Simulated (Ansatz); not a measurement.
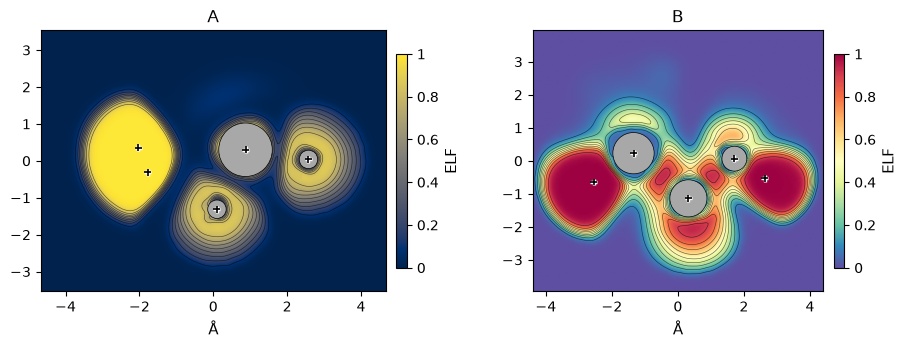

The electron localisation function of 2 systems, each on a plane through atoms (crosses mark nuclei in the plane; grey discs cover the cores).

The calculation used RKS B3LYP-D4/def2-SVP in Ansatz 0.2.0.

System 1: Cl₂F₂Ti···H₂, the plane of atoms F2, Ti1 and F5. Not at a stationary point (largest force 1.8 eV/Å).

```yaml
atoms:
  - { symbol: Ti, position_ang: [-0.0758, -0.1358, -0.0602] }
  - { symbol: F, position_ang: [-0.0839, -0.1759, 1.7258] }
  - { symbol: Cl, position_ang: [1.9405, -0.2489, -0.8710] }
  - { symbol: Cl, position_ang: [-1.1522, 1.5889, -0.8346] }
  - { symbol: F, position_ang: [-0.9200, -1.5404, -0.5981] }
  - { symbol: H, position_ang: [1.3455, 2.0610, 1.1972] }
  - { symbol: H, position_ang: [1.0248, 1.6399, 1.6818] }
```

System 2: C₂H₉AsSSi (SMILES CS[SiH2]C[AsH2]), the plane of atoms S2, C1 and H7. 

```xyz
14

C    -1.0940    1.7929    0.6779
S     0.6969    1.5978    1.0457
Si    0.8076   -0.5492    1.1953
C     0.2815   -1.3824   -0.4123
As    1.1586   -0.5899   -2.0314
H    -1.3567    1.3397   -0.2892
H    -1.2900    2.8725    0.6245
H    -1.7166    1.3599    1.4746
H    -0.0556   -1.0450    2.3107
H     2.2376   -0.8320    1.4994
H    -0.8138   -1.3613   -0.5159
H     0.5843   -2.4427   -0.3700
H     0.2161    0.6094   -2.1405
H     0.3311   -1.3990   -3.0398
```

> Which map belongs to which system?

Panel A is system 1, Cl₂F₂Ti···H₂: the plane holds Ti, F and H. Ti1···H7 (2.72 Å): the ELF dips to about 0 between them. Panel B is system 2, C₂H₉AsSSi: the plane holds C, S, Si and H. C–S (1.84 Å): the ELF peaks at about 0.90 between the atoms (localised, covalent bonding).
